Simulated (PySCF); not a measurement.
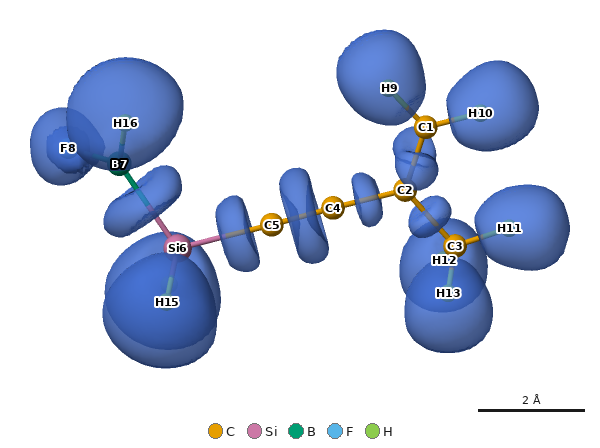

Figure 1: C$_{5}$H$_{8}$BFSi (SMILES C=C(C)C#C[SiH2]BF). Isosurface of the electron localisation function at 0.8 (blue), seen at a tilt. Core shells and regions of very low density are left out.

Geometry: GFN2-xTB.

Computed with PySCF 2.14.0, wB97X-D/def2-SVPD, SCF density, gas phase.

```csv
atom,x (Å),y (Å),z (Å)
C,-2.1536,1.2477,1.2209
C,-1.7772,0.2535,0.4189
C,-2.7404,-0.6543,-0.2881
C,-0.4053,-0.0115,0.1811
C,0.7585,-0.2564,-0.0442
Si,2.5476,-0.6213,-0.3491
B,3.6646,0.3866,0.9328
F,4.6048,-0.2216,1.6259
H,-1.4348,1.8800,1.7138
H,-3.1935,1.4576,1.4066
H,-3.7671,-0.3796,-0.0596
H,-2.5713,-1.6868,0.0158
H,-2.5860,-0.5973,-1.3649
H,2.6654,-2.0886,-0.2859
H,2.7988,-0.2426,-1.7542
H,3.5820,1.5434,1.1537
```

> What do the ELF domains correspond to?

The ELF exceeds this value in one region between bonded B–Si atoms (shared pairs), four regions between bonded C–C atoms (shared pairs), one region between bonded C–Si atoms (shared pairs), eight regions around hydrogen nuclei and one region on F in which the atom's valence shell and bonds are merged. Profiles from the grid: C–C (1.21 Å): the ELF peaks at about 0.85 between the atoms (a multiple bond). B–F (1.32 Å): the ELF peaks at about 0.85 between the atoms, as expected for a shared but strongly polarised pair.
